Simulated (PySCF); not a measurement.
# C$_{4}$H$_{13}$PSi: what the fields show

| atom | x (Å) | y (Å) | z (Å) |
| --- | --- | --- | --- |
| C | -0.5930 | -1.3841 | -0.5134 |
| C | -0.5206 | 0.0560 | -0.0061 |
| C | -0.7625 | 0.0607 | 1.5030 |
| C | -1.5980 | 0.8907 | -0.6936 |
| Si | 1.2162 | 0.7871 | -0.3739 |
| P | 2.7095 | -0.5205 | 0.6688 |
| H | 0.1719 | -1.9954 | -0.0340 |
| H | -0.4432 | -1.4272 | -1.5909 |
| H | -1.5653 | -1.8222 | -0.2885 |
| H | -0.7673 | 1.0771 | 1.8919 |
| H | -1.7230 | -0.3976 | 1.7382 |
| H | 0.0172 | -0.5004 | 2.0179 |
| H | -2.5879 | 0.4889 | -0.4788 |
| H | -1.5665 | 1.9212 | -0.3475 |
| H | -1.4587 | 0.8922 | -1.7723 |
| H | 1.4284 | 0.8718 | -1.8276 |
| H | 1.3335 | 2.1402 | 0.1856 |
| H | 3.7989 | 0.2508 | 0.3118 |
| H | 2.9006 | -1.3801 | -0.3981 |

Geometry: GFN2-xTB.

Computed with CAM-B3LYP/def2-SVPD, SCF density, gas phase (PySCF 2.14.0).

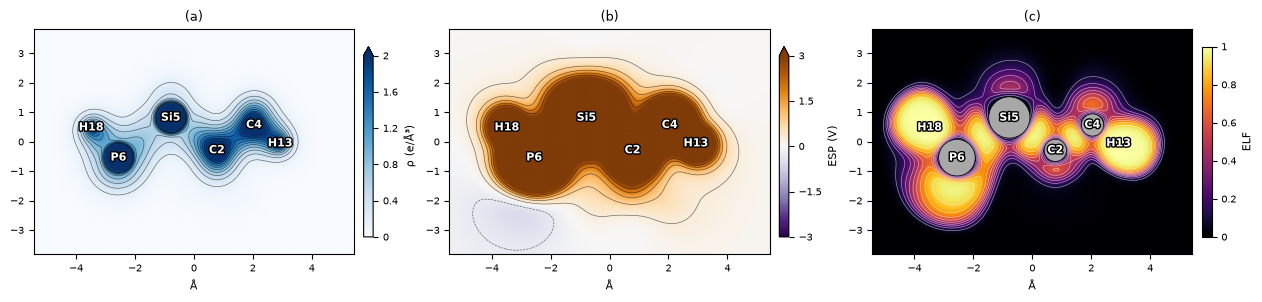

Figure 1. (a) total electron density; (b) molecular electrostatic potential; (c) electron localisation function on the plane of atoms C2, C4 and H13. Grey discs cover the atomic cores in the ELF map.

### What does the map show?

- The plane passes through C, Si, P and H nuclei.
- C–C (1.53 Å): ρ is about 1.6 e/Å³ halfway; the ELF peaks at about 0.95 between the atoms (a shared electron pair).
- C–Si (1.92 Å): ρ is about 0.94 e/Å³ halfway; the ELF peaks at about 0.95 between the atoms: localised, covalent bonding.
- Si–P (2.24 Å): ρ is about 0.75 e/Å³ halfway; the ELF peaks at about 0.95 between the atoms; a covalent bond.
- C–H (1.09 Å): ρ at the midpoint is about 1.9 e/Å³; the ELF climbs to about 1 towards the hydrogen, as it does in any bond to H: an ordinary covalent bond to hydrogen.
- P–H (1.38 Å): ρ is about 1.1 e/Å³ halfway; the ELF climbs to about 1 towards the hydrogen.
- The ELF also peaks beside P6, away from the bonds: lone-pair regions.
- Outside the dense part of the molecule the potential is most negative (−0.6 V) near P6.

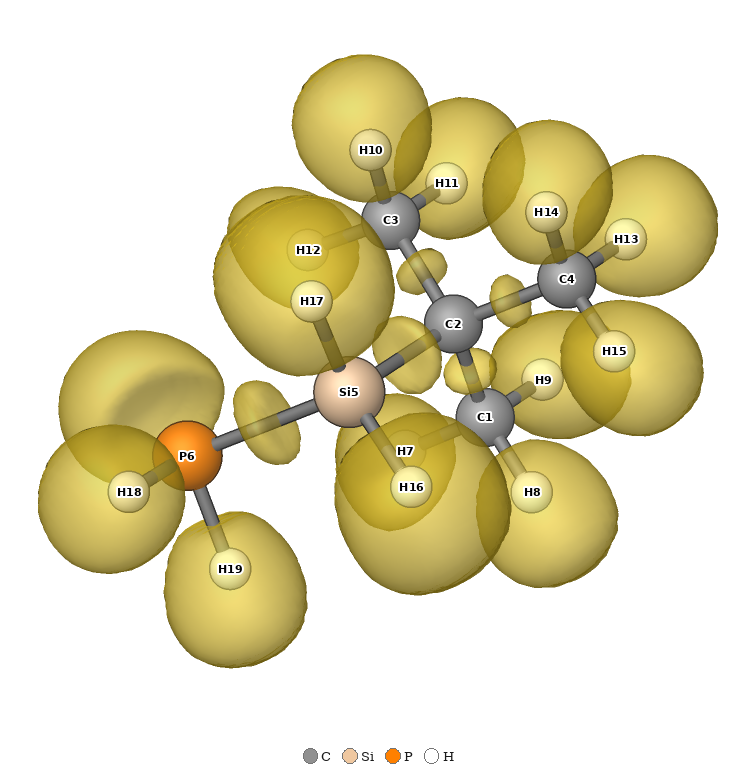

Figure 2. Isosurface of the electron localisation function at 0.9 (yellow), seen at an oblique angle. Core shells and regions of very low density are left out.

### Describe the localisation domains.

The ELF exceeds this value in three regions between bonded C–C atoms (shared pairs), one region between bonded C–Si atoms (shared pairs), one region between bonded P–Si atoms (shared pairs), 13 regions around hydrogen nuclei and one lobe on P, pointing away from the bonds (lone pairs).

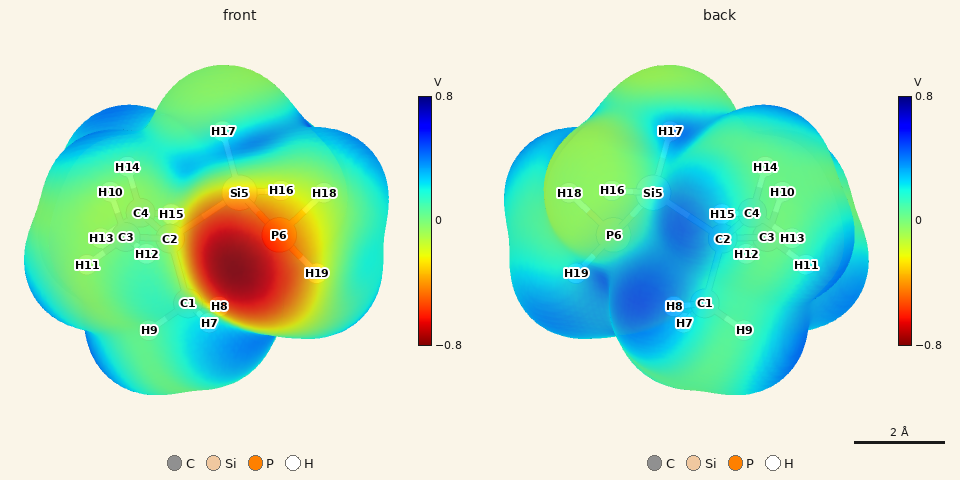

Figure 3. The electrostatic potential painted on the density surface at 0.001 e/bohr³, seen from the front and from behind; red is negative and blue positive.

### Which sites attract a positive test charge, and which a negative one?

A positive charge is drawn to the negative regions and a negative charge to the positive ones. The most negative region (about −0.7 V, or −16 kcal/mol for a unit charge) lies over P6, the most positive (about +0.4 V, or +9 kcal/mol for a unit charge) over the H and Si atoms.
